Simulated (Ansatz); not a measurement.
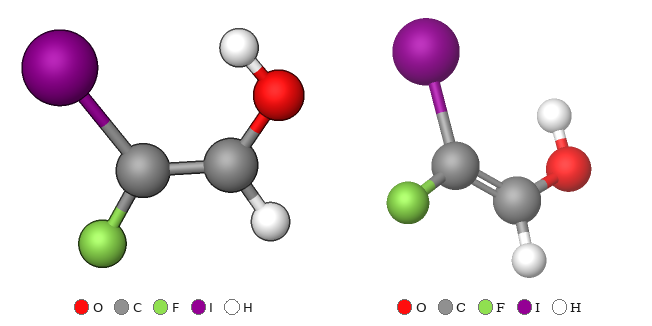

Two views of one molecule.

Computed geometry: PBE0-D4/def2-TZVP optimisation.

Description:

The molecule is C2H2FIO. As SMILES it reads `O/C=C(/F)I`. It has no ring. Among its groups: alkene, C–F bond, C–I bond. The point group is Cs. All atoms lie on one plane. Coordination: 1 O bent; 2 C trigonal planar.

More results for the same structure follow; atom numbers are the same in all pictures, views and colours differ.

## Shape

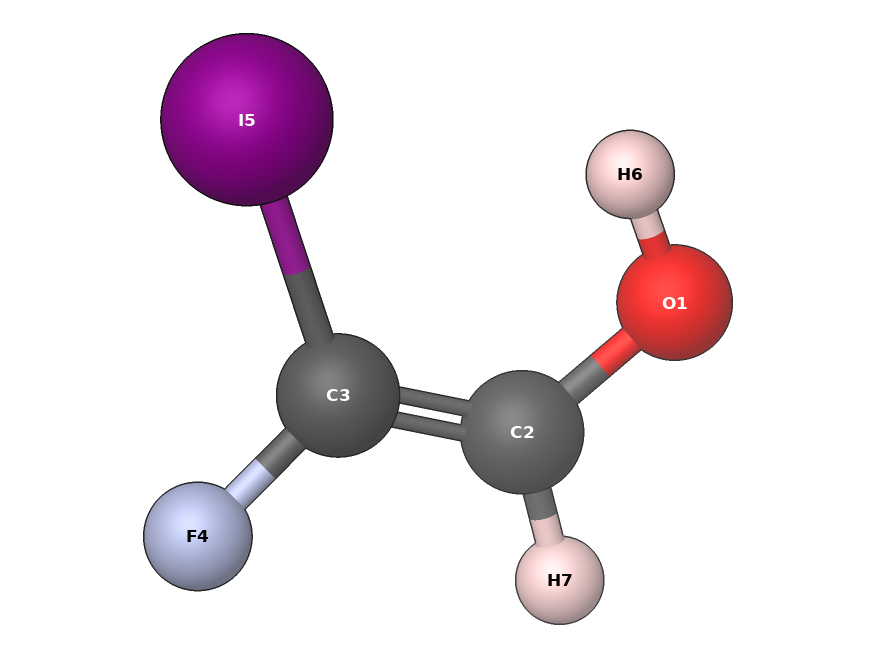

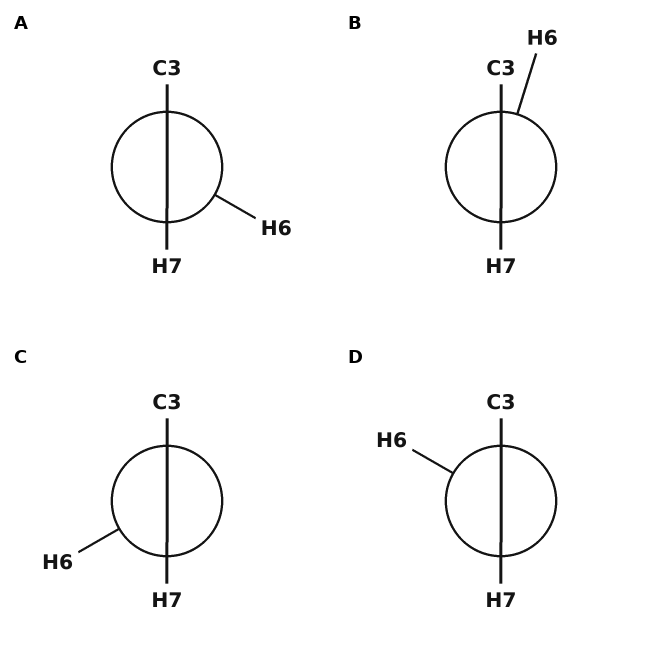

Depth is shown by fading: the farther an atom, the more it takes the colour of the background. Bonds that would overlap in a projection are set slightly apart.

Question: Which Newman projection shows the view along C2–O1, with C2 in front?

Answer: B. The torsion angle C3–C2–O1–H6 is 0°, synperiplanar (eclipsed).

## Vibrations

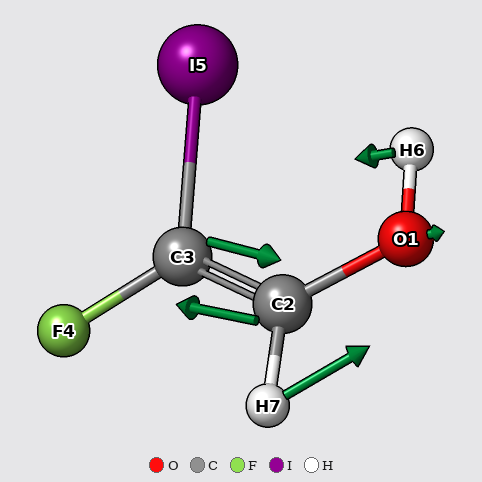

The arrows show one normal mode. Harmonic vibrations computed with RKS PBE0-D4/def2-TZVP, core potentials on I (Ansatz 0.2.0) at a stationary point of the same level.

Question: At what wavenumber does it lie?

Answer: 1756 cm⁻¹; it is mode 13 of 15 counted from the lowest.

## Levels of theory compared

Program: Ansatz 0.2.0.

At this fixed geometry, give dipole (D), HOMO–LUMO gap (eV) at these levels: B3LYP-D4/def2-TZVPP; PBE-D4/def2-TZVPP; r2SCAN-D4/def2-TZVPP; ωB97M-V/def2-TZVPP.

| level | dipole (D) | HOMO–LUMO gap (eV) |
| --- | --- | --- |
| B3LYP-D4/def2-TZVPP | 0.88 | 5.18 |
| PBE-D4/def2-TZVPP | 0.78 | 3.52 |
| r2SCAN-D4/def2-TZVPP | 0.79 | 3.96 |
| ωB97M-V/def2-TZVPP | 0.89 | 9.82 |

## Thermal motion

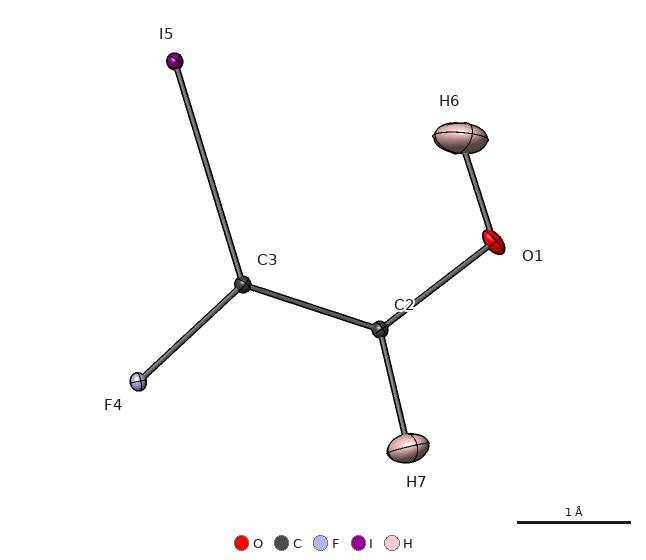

Displacement ellipsoids at the 50 % level, from the internal vibrations of the free molecule (harmonic, no overall translation or rotation; no half-axis is drawn under 0.075 Å). Vibrations computed with RKS PBE0-D4/def2-TZVP, core potentials on I (Ansatz 0.2.0). Temperature: 200 K.

Question: Which atom has the largest mean-square displacement?

Answer: H6, with U_eq = 0.0261 Å².

Question: Does H6 move more along its bond or across it?

Answer: Across it: the root-mean-square amplitude is 0.102 Å along the bond and up to 0.218 Å across, since bending and torsion are softer than stretching.

Give the displacement parameters, one line for each set of equivalent atoms.

```tsv
atom	U_eq (Å²)	rms amplitudes (Å)
O1	0.0030	0.030, 0.031, 0.084
C2	0.0019	0.031, 0.046, 0.052
C3	0.0024	0.039, 0.046, 0.060
F4	0.0017	0.027, 0.039, 0.054
I5	0.00013	0.002, 0.009, 0.017
H6	0.0261	0.087, 0.153, 0.218
H7	0.0163	0.082, 0.121, 0.166
```
